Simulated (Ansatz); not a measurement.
Input file:

```
crystal:
  periodic: [false, false, false]
  atoms:
    - { symbol: Al, position_ang: [0.0, 0.0, 0.0] }
    - { symbol: H, position_ang: [0.0, 0.0, 1.91] }
    - { symbol: F, position_ang: [1.4635, 0.0, -0.845] }
    - { symbol: F, position_ang: [-1.4635, 0.0, -0.845] }
    - { symbol: Br, position_ang: [0.1133, -2.5693, 0.8545] }
    - { symbol: H, position_ang: [0.0424, -0.9624, 2.0002] }
basis:
  gaussian: { orbitals: def2-mTZVP }
hamiltonian:
  xc: lda
relax:
  f_tol: 0.15
  max_steps: 25
  restrain:
    - { distance: [0, 4], at: 2.41, k: 30.0 }
    - { distance: [5, 1], at: 0.66, k: 30.0 }
    - { distance: [0, 1], at: 2.76, k: 30.0 }
    - { distance: [5, 4], at: 2.75, k: 30.0 }
output:
  orbitals: {}
```

Launched as:

```sh
ansatz run input.yaml --threads 2 --pin off --max-ram 3072MiB --backend cpu --events-out ev --progress --plain --runs-dir out
```

The fields are those of the run's last geometry, not of the input's.

Not at a stationary point (largest force 1.8 eV/Å).

Theory: Ansatz 0.2.0, RKS LDA/def2-mTZVP.

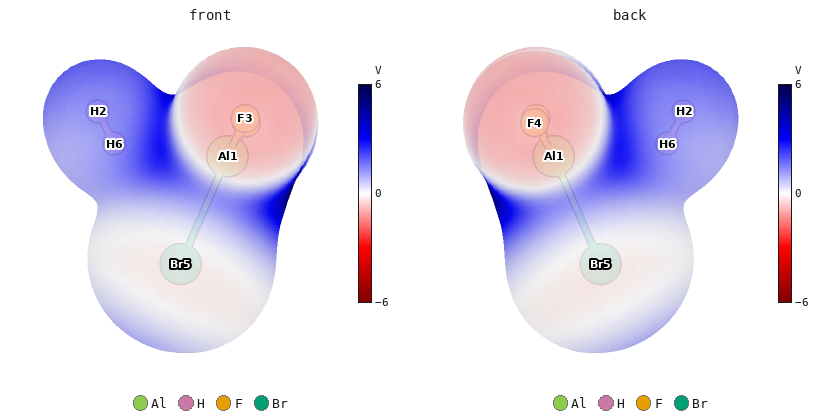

AlBrF$_{2}$···H$_{2}$. The molecular electrostatic potential painted on the density surface at 0.004 e/bohr³, seen from the front and from behind; the colour scale runs from red (negative) to blue (positive).

**Where is the surface potential most negative and most positive?**

The most negative region (about −0.9 V, or −21 kcal/mol for a unit charge) lies over F3 and F4, the most positive (about +5.7 V, or +131 kcal/mol for a unit charge) over Al1. Br5 shows a σ-hole: about +0.9 V, or +21 kcal/mol for a unit charge at the tip opposite its bond, against about −0.1 V on its flanks.
